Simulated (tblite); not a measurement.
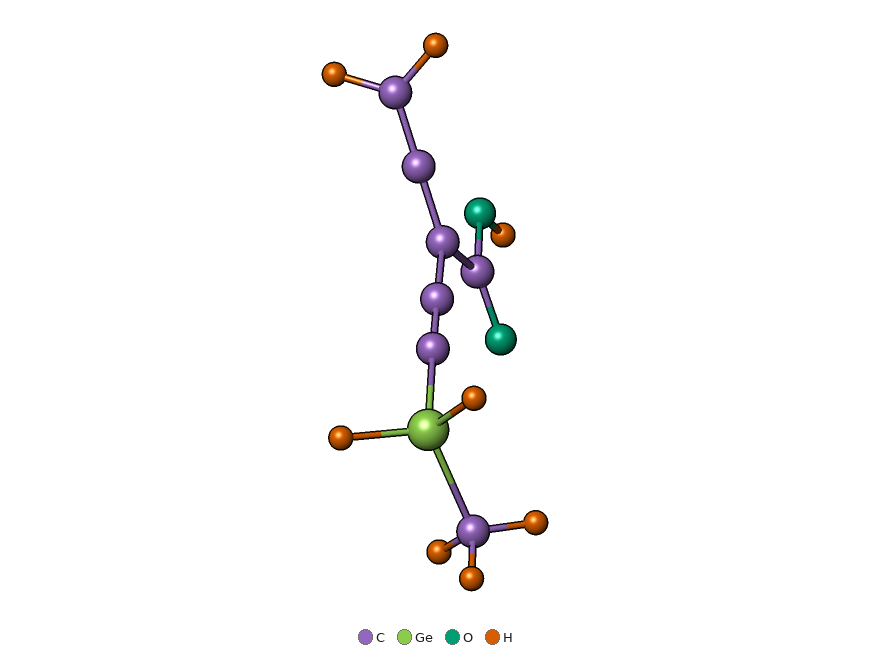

Simulated data, not a measurement (program: tblite).

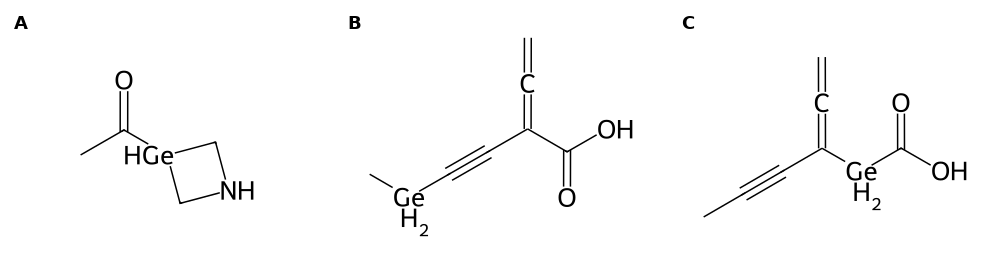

### Which structural formula matches the 3D model?

B, `C=C=C(C#[C][GeH2][CH3])C(=O)O`.
